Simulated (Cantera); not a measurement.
A closed system holds: 1 mol B2H6, 1.9 mol H2O, 20 mol H2, at 1.33 mbar.

Cantera equilibrium calculation (NASA polynomials, part measured and part estimated; ideal gas, pure solids and liquids). Candidate condensed phases: B, B2O3, B3O3H3, H2O; 23 gas species. The feed counts by its element totals alone. The tables' values for BH2 are old estimates; treat these amounts as uncertain. Rates play no part.

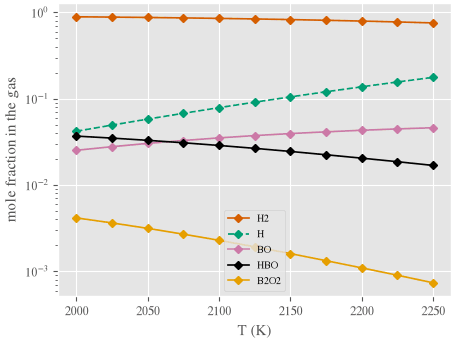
Figure: Equilibrium gas composition (values under 1e-9 drawn at 1e-9)

From 2000 K to 2175 K the condensed part is B(s). From 2200 K to 2250 K nothing is condensed. The main B-bearing gas is HBO at 2000 K and BO at 2250 K.
